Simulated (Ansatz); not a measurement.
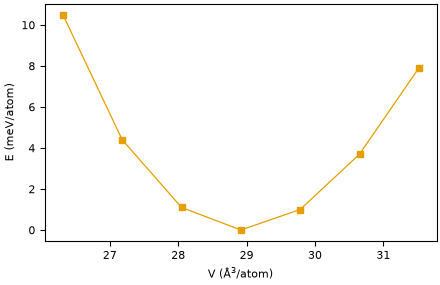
Fig. 1. Na3Cl in space group P4/mmm (No. 123; Na on 1b, Na on 2h, Cl on 1a) under volume change, PBEsol in the plane-wave PAW code Ansatz, shape and atoms relaxed at each volume.

Problem. What does a third-order Birch–Murnaghan fit give for V₀, B₀ and B′?

Solution. V₀ = 28.91 Å³/atom, B₀ = 12.4 GPa, B′ = 4.0.

The first step of the workflow began from a Materials Project structure, measured or hypothetical; the Crystallography Open Database copy checked does not list it. Its standing as an ambient phase is unchecked. Symmetry was held in the PBEsol relaxation; of distortions, only those at the zone centre were tested.

Potentials: the later of the program's two PAW sets.
